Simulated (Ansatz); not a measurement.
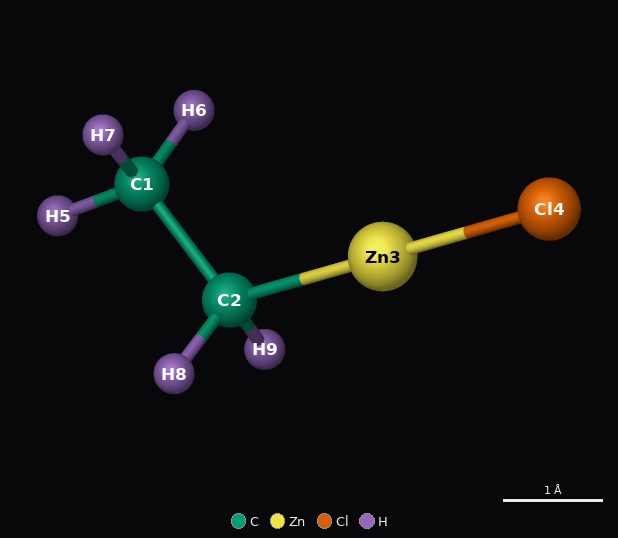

Atoms carry their numbers in the input. The geometry was computed by an optimisation with PBE0-D4/def2-TZVP.

Give these bond angles: C2–C1–H5, C2–C1–H6, C1–C2–Zn3, C1–C2–H8, Zn3–C2–H8, C2–Zn3–Cl4.

| angle | degrees |
| --- | --- |
| C2–C1–H5 | 111.2 |
| C2–C1–H6 | 112.1 |
| C1–C2–Zn3 | 115.2 |
| C1–C2–H8 | 110.6 |
| Zn3–C2–H8 | 107.0 |
| C2–Zn3–Cl4 | 179.9 |
